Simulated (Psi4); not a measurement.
## Run report: C2H2O, property calculation

System: C2H2O, SMILES C1=CO1.
Method: PBE0/d-aug-cc-pVDZ, RKS (Psi4 1.11).

The geometry comes from this level: PBE0-D4/def2-TZVP.

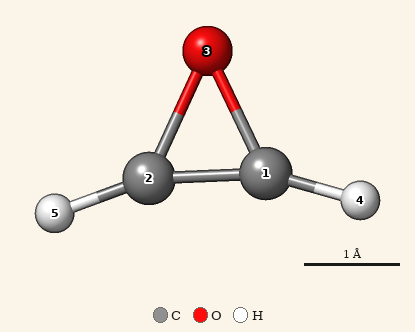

Fig. 1: The structure as given in the input (ball-and-stick view, seen at a tilt; atoms are numbered from 1 in the order of the input).

Results in brief

| quantity | value |
| --- | --- |
| outcome | converged |
| total energy | −152.319947 hartree |
| basis functions | 122 |
| HOMO | −5.89 eV |
| LUMO | −0.53 eV |
| dipole moment | 2.30 D |
| hardware | 1 thread of Intel Xeon @ 2.70GHz, 189 GiB of memory available, shared host |
| wall time | 21 s |
| peak memory | 0.76 GiB |

Input file (c2h2o.dat)
```
memory 1600 MB

molecule system {
  0 1
  C     -0.550820    -0.179980    -0.281690
  C      0.460490     0.413850     0.178260
  O      0.401180    -1.038480     0.459010
  H     -1.479160    -0.375050    -0.779730
  H      1.168330     1.179640     0.424140
  symmetry c1
}

set {
  basis d-aug-cc-pVDZ
  puream true
  scf_type pk
  dft_radial_points 99
  dft_spherical_points 590
}

e, wfn = energy("pbe0", return_wfn=True)
oeprop(wfn, "DIPOLE", "QUADRUPOLE", "MULLIKEN_CHARGES", "LOWDIN_CHARGES", title="PBE0")
```

Command:
```bash
psi4 -i c2h2o.dat -o c2h2o.out -n 1
```

Log
```
Psi4 1.11 release

   => Loading Basis Set <=

    Name: D-AUG-CC-PVDZ
    Role: ORBITAL
    Keyword: BASIS

         ---------------------------------------------------------
                                   SCF
                              RKS Reference
                        1 Threads,   1525 MiB Core
         ---------------------------------------------------------

  ==> Geometry <==

    Molecular point group: c1
    Full point group: C1

    Geometry (in Angstrom), charge = 0, multiplicity = 1:

       Center              X                  Y                   Z               Mass
    ------------   -----------------  -----------------  -----------------  -----------------
         C           -0.670304649399     0.129301084155    -0.418376885775    12.000000000000
         C            0.341005350601     0.723131084155     0.041573114225    12.000000000000
         O            0.281695350601    -0.729198915845     0.322323114225    15.994914619570
         H           -1.598644649399    -0.065768915845    -0.916416885775     1.007825032230
         H            1.048845350601     1.488921084155     0.287453114225     1.007825032230

  Running in c1 symmetry.

  Rotational constants: A =      1.12370  B =      0.90290  C =      0.50063 [cm^-1]
  Rotational constants: A =  33687.55494  B =  27068.16552  C =  15008.63305 [MHz]
  Nuclear repulsion =   61.888748812203964

  Charge       = 0
  Multiplicity = 1
  Electrons    = 22
  Nalpha       = 11
  Nbeta        = 11

  ==> Algorithm <==

  SCF Algorithm Type is PK.
  DIIS enabled.
  MOM disabled.
  Fractional occupation disabled.
  Guess Type is SAD.
  Energy threshold   = 1.00e-06
  Density threshold  = 1.00e-06
  Integral threshold = 1.00e-12

  ==> Primary Basis <==

  Basis Set: D-AUG-CC-PVDZ
    Blend: D-AUG-CC-PVDZ
    Number of shells: 50
    Number of basis functions: 122
    Number of Cartesian functions: 131
    Spherical Harmonics?: true
    Max angular momentum: 2

  ==> DFT Potential <==

   => LibXC <=

    Version 7.1.2

   => Composite Functional: PBE0 <=

    PBE0 Hyb-GGA Exchange-Correlation Functional

    Deriv               =              1
    GGA                 =           TRUE
    Meta                =          FALSE

    Exchange Hybrid     =           TRUE
    MP2 Hybrid          =          FALSE

   => Exchange Functionals <=

    0.7500   Perdew, Burke & Ernzerhof

   => Exact (HF) Exchange <=

    0.2500               HF

   => Correlation Functionals <=

    1.0000   Perdew, Burke & Ernzerhof

   => LibXC Density Thresholds  <==

    XC_HYB_GGA_XC_PBEH:  1.00E-15

   => Molecular Quadrature <=

    Radial Scheme          =       TREUTLER
    Pruning Scheme         =           NONE
    Nuclear Scheme         =       TREUTLER

    Blocking Scheme        =         OCTREE
    BS radius alpha        =              1
    Pruning alpha          =              1
    Radial Points          =             99
    Spherical Points       =            590
    Total Points           =         283611
    Total Blocks           =           2106
    Max Points             =            256
    Max Functions          =            122
    Weights Tolerance      =       1.00E-15

  ==> Integral Setup <==

  Using in-core PK algorithm.
   Calculation information:
      Number of atoms:                   5
      Number of AO shells:              50
      Number of primitives:            102
      Number of atomic orbitals:       131
      Number of basis functions:       122

      Integral cutoff                 1.00e-12
      Number of threads:                 1

  Performing in-core PK
  Using 56302512 doubles for integral storage.
  We computed 813450 shell quartets total.
  Whereas there are 813450 unique shell quartets.

  ==> DiskJK: Disk-Based J/K Matrices <==

    J tasked:                  Yes
    K tasked:                  Yes
    wK tasked:                  No
    Memory [MiB]:             1029
    Schwarz Cutoff:          1E-12

  Cached 11.1% of DFT collocation blocks in 0.106 [GiB].

  Minimum eigenvalue in the overlap matrix is 1.0848792001E-06.
  Reciprocal condition number of the overlap matrix is 1.0218548071E-07.
    Using symmetric orthogonalization.

  ==> Pre-Iterations <==

  SCF Guess: Superposition of Atomic Densities via on-the-fly atomic UHF (no occupation information).

   -------------------------
    Irrep   Nso     Nmo
   -------------------------
     A        122     122
   -------------------------
    Total     122     122
   -------------------------

  ==> Iterations <==

                        Total Energy        Delta E     RMS |[F,P]|

   @RKS iter SAD:  -151.82431273693535   -1.51824e+02   0.00000e+00
   @RKS iter   1:  -152.17904201756866   -3.54729e-01   4.22123e-03 ADIIS/DIIS
   @RKS iter   2:  -152.13681813140687    4.22239e-02   5.12035e-03 ADIIS/DIIS
   @RKS iter   3:  -152.31111562196938   -1.74297e-01   1.20341e-03 ADIIS/DIIS
   @RKS iter   4:  -152.31951579661890   -8.40017e-03   2.66251e-04 ADIIS/DIIS
   @RKS iter   5:  -152.31994335246455   -4.27556e-04   2.49128e-05 DIIS
   @RKS iter   6:  -152.31994736201995   -4.00956e-06   2.40564e-06 DIIS
   @RKS iter   7:  -152.31994740721737   -4.51974e-08   4.46592e-07 DIIS
  Energy and wave function converged.

  ==> Post-Iterations <==

   Electrons on quadrature grid:
      Ntotal   =   21.9999941715 ; deviation = -5.828e-06

    Orbital Energies [Eh]
    ---------------------

    Doubly Occupied:

       1A    -19.237546     2A    -10.310021     3A    -10.308430
       4A     -1.093795     5A     -0.726118     6A     -0.631582
       7A     -0.554152     8A     -0.426598     9A     -0.392589
      10A     -0.391891    11A     -0.216612

    Virtual:

      12A     -0.019569    13A     -0.003590    14A      0.004241
      15A      0.009140    16A      0.014056    17A      0.018223
      18A      0.021027    19A      0.026443    20A      0.026837
      21A      0.029591    22A      0.035547    23A      0.047423
      24A      0.049052    25A      0.051478    26A      0.058092
      27A      0.063353    28A      0.066838    29A      0.074627
      30A      0.076795    31A      0.080123    32A      0.086434
      33A      0.093762    34A      0.103876    35A      0.104509
      36A      0.113085    37A      0.119715    38A      0.132512
      39A      0.138756    40A      0.143832    41A      0.145811
      42A      0.164743    43A      0.167183    44A      0.169370
      45A      0.182388    46A      0.190706    47A      0.199144
      48A      0.205223    49A      0.207608    50A      0.215356
      51A      0.218031    52A      0.219081    53A      0.238120
      54A      0.255053    55A      0.275731    56A      0.290229
      57A      0.296198    58A      0.351188    59A      0.371184
      60A      0.380878    61A      0.386141    62A      0.386439
      63A      0.402424    64A      0.429107    65A      0.448306
      66A      0.458250    67A      0.461897    68A      0.466580
      69A      0.471208    70A      0.513492    71A      0.545577
      72A      0.556925    73A      0.563730    74A      0.575789
      75A      0.582129    76A      0.597308    77A      0.666500
      78A      0.680700    79A      0.732725    80A      0.742400
      81A      0.778741    82A      0.807324    83A      0.863785
      84A      0.868087    85A      0.940706    86A      0.952076
      87A      1.006915    88A      1.029571    89A      1.039401
      90A      1.091445    91A      1.173267    92A      1.282719
      93A      1.336810    94A      1.337822    95A      1.365831
      96A      1.372908    97A      1.507150    98A      1.528566
      99A      1.541835   100A      1.617431   101A      1.630455
     102A      1.633104   103A      1.641516   104A      1.729921
     105A      1.763929   106A      1.780566   107A      1.916035
     108A      1.988386   109A      2.073947   110A      2.272938
     111A      2.371253   112A      2.392111   113A      2.447293
     114A      2.669505   115A      2.913183   116A      3.153530
     117A      3.387252   118A      3.435068   119A      3.494600
     120A      3.588054   121A      3.626105   122A      3.730805

    Final Occupation by Irrep:
              A
    DOCC [    11 ]
    NA   [    11 ]
    NB   [    11 ]

  @RKS Final Energy:  -152.31994740721737

   => Energetics <=

    Nuclear Repulsion Energy =             61.8887488122039642
    One-Electron Energy =                -329.0457083062278230
    Two-Electron Energy =                 129.9448220448903157
    DFT Exchange-Correlation Energy =     -15.1078099580838447
    Empirical Dispersion Energy =           0.0000000000000000
    VV10 Nonlocal Energy =                  0.0000000000000000
    Total Energy =                       -152.3199474072173700

Computation Completed

Properties will be evaluated at   0.000000,   0.000000,   0.000000 [a0]

Properties computed using the SCF density matrix

 Multipole Moments:

 ------------------------------------------------------------------------------------
     Multipole            Electronic (a.u.)      Nuclear  (a.u.)        Total (a.u.)
 ------------------------------------------------------------------------------------

 L = 1.  Multiply by 2.5417464519 to convert [e a0] to [Debye]
 Dipole X            :          0.2130166           -0.5140665           -0.3010500
 Dipole Y            :         -0.5507544            1.3306579            0.7799035
 Dipole Z            :          0.2435361           -0.5880856           -0.3445495
 Magnitude           :                                                    0.9042095

 ------------------------------------------------------------------------------------

	total time  =         19 seconds =       0.32 minutes

Properties will be evaluated at   0.000000,   0.000000,   0.000000 [a0]

Properties computed using the PBE0 density matrix

 Multipole Moments:

 ------------------------------------------------------------------------------------
     Multipole            Electronic (a.u.)      Nuclear  (a.u.)        Total (a.u.)
 ------------------------------------------------------------------------------------

 L = 1.  Multiply by 2.5417464519 to convert [e a0] to [Debye]
 Dipole X            :          0.2130166           -0.5140665           -0.3010500
 Dipole Y            :         -0.5507544            1.3306579            0.7799035
 Dipole Z            :          0.2435361           -0.5880856           -0.3445495
 Magnitude           :                                                    0.9042095

 L = 2.  Multiply by 1.3450342976 to convert [e a0^2] to [Debye ang]
 Quadrupole XX       :        -38.0552797           27.4404810          -10.6147987
 Quadrupole XY       :         -1.4884373            3.5104147            2.0219774
 Quadrupole XZ       :        -13.6773942           15.2148572            1.5374630
 Quadrupole YY       :        -47.5808558           34.6853385          -12.8955172
 Quadrupole YZ       :          6.4214427           -5.4860027            0.9354400
 Quadrupole ZZ       :        -23.3671955           10.0496620          -13.3175335
 Traceless XX        :         -1.7208360            3.3819871            1.6611511
 Traceless YY        :        -11.2464121           10.6268447           -0.6195674
 Traceless ZZ        :         12.9672481          -14.0088318           -1.0415837

 ------------------------------------------------------------------------------------
  Mulliken Charges: (a.u.)
   Center  Symbol    Alpha    Beta     Spin     Total
       1     C     2.69173  2.69173  0.00000  0.61655
       2     C     2.69162  2.69162  0.00000  0.61676
       3     O     4.25833  4.25833  0.00000 -0.51666
       4     H     0.67918  0.67918  0.00000 -0.35836
       5     H     0.67915  0.67915  0.00000 -0.35829

   Total alpha = 11.00000, Total beta = 11.00000, Total charge =  0.00000

  Lowdin Charges: (a.u.)
   Center  Symbol    Alpha    Beta     Spin     Total
       1     C     2.93998  2.93998  0.00000  0.12004
       2     C     2.93999  2.93999  0.00000  0.12002
       3     O     4.11090  4.11090  0.00000 -0.22179
       4     H     0.50458  0.50458  0.00000 -0.00915
       5     H     0.50456  0.50456  0.00000 -0.00912

  Total alpha = 11.00000, Total beta = 11.00000, Total charge =  0.00000

    Psi4 run time: 0:00:19.79
```

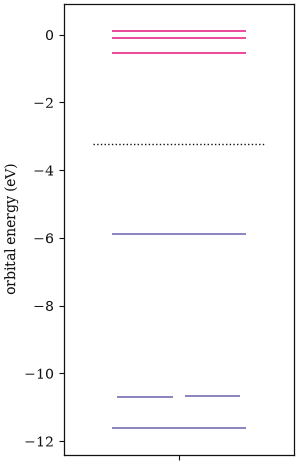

Fig. 2: Orbital energies near the frontier; the dotted line parts filled from empty levels, and levels within 0.02 eV of each other stand side by side. Highest filled −5.89 eV, lowest empty −0.53 eV, 5.36 eV apart.

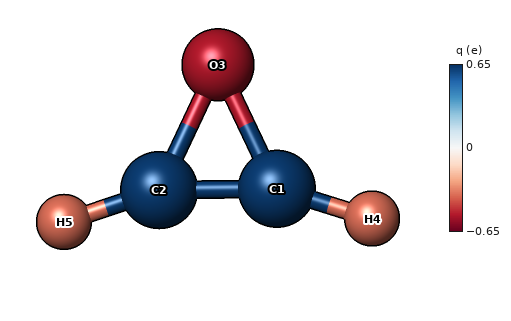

Fig. 3: Mulliken charges, as the colour of each atom (ball-and-stick view, seen on its broad side; atoms are numbered from 1 in the order of the input). By element: C +0.62, O −0.52 and H −0.36 e.
